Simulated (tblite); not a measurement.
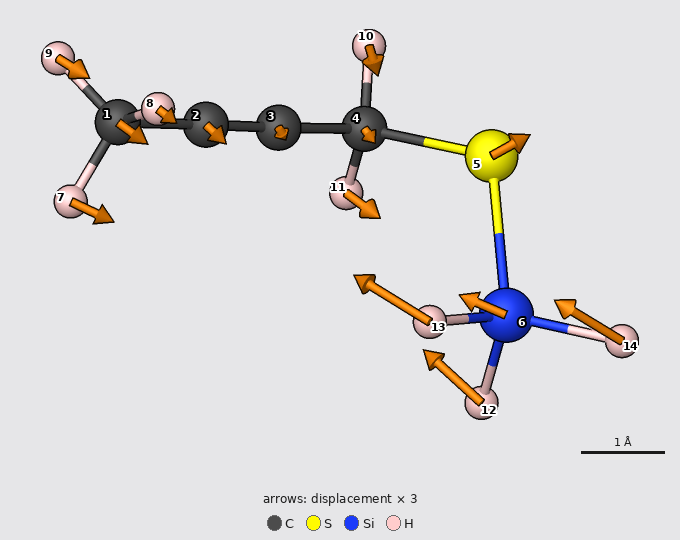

A relaxation of C4H8SSi. The starting structure is drawn; orange arrows show the displacements, 3 times their true length. The two geometries are superimposed by the best rigid fit.

Style: ball-and-stick. Shown from a free direction.

The calculation used GFN2-xTB geometry optimisation, gas phase (tblite). 

**Which element moves most?**

Hydrogen: up to 0.40 Å, against 0.21 Å for silicon.

**What did the optimiser do to the structure, and how much energy did it gain?**

Over 93 geometry steps the energy falls by 0.402 eV. The largest move after the best rigid fit is that of H13, 0.40 Å. By element the largest moves are H 0.40 Å, Si 0.21 Å, S 0.19 Å, C 0.16 Å. Among the contacts that change: Si6–H14 1.500 → 1.451 Å, C4–S5 1.799 → 1.848 Å, C1–C2 1.483 → 1.446 Å, Si6–H13 1.493 → 1.457 Å. Bond angles that change, for instance: C4–S5–Si6 115.4° → 100.8°, H12–Si6–H14 103.0° → 113.0°, S5–Si6–H14 112.4° → 102.9°.
